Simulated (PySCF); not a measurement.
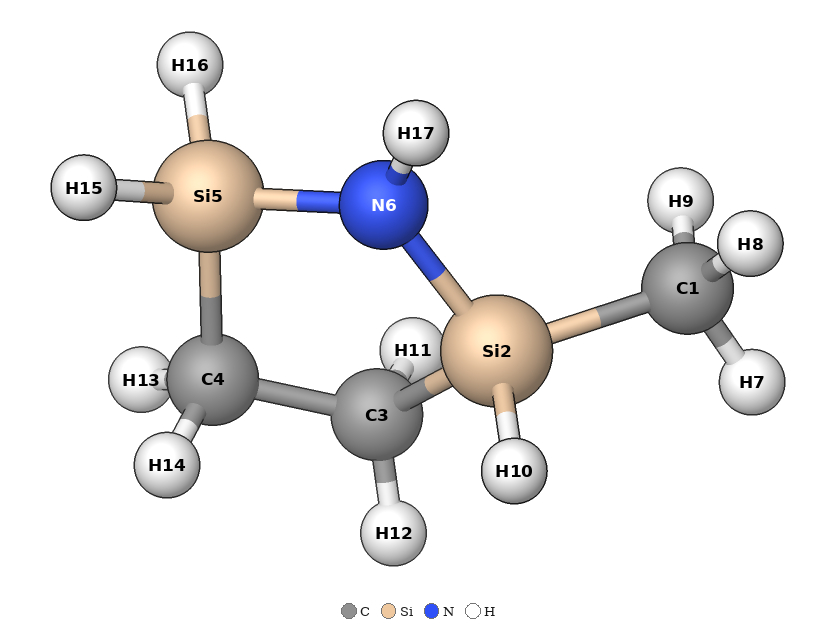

The geometry was computed by an optimisation with PBE0-D3(BJ)/def2-SVP. No frequency run is at hand to confirm it as a minimum. Method: B3LYP/def2-TZVP indirect spin-spin coupling, non-relativistic, gas phase (PySCF 2.14.0). Isotopes: 13C, 1H, 15N, 29Si.

Give the spin–spin coupling constants of these pairs, with the number of bonds between them: Si2/H10, C1/N6, Si2/H9, Si2/H11, Si2/H17, Si2/H12, Si2/Si5, Si2/H13, Si5/H10, N6/H7.

```csv
pair,bonds apart,J (Hz)
"Si2, H10",1,−164.3
"C1, N6",2,−1.9
"Si2, H9",2,7.3
"Si2, H11",2,7.6
"Si2, H17",2,−2.0
"Si2, H12",2,1.8
"Si2, Si5",2,8.5
"Si2, H13",3,−13.3
"Si5, H10",3,−1.1
"N6, H7",3,−3.1
```
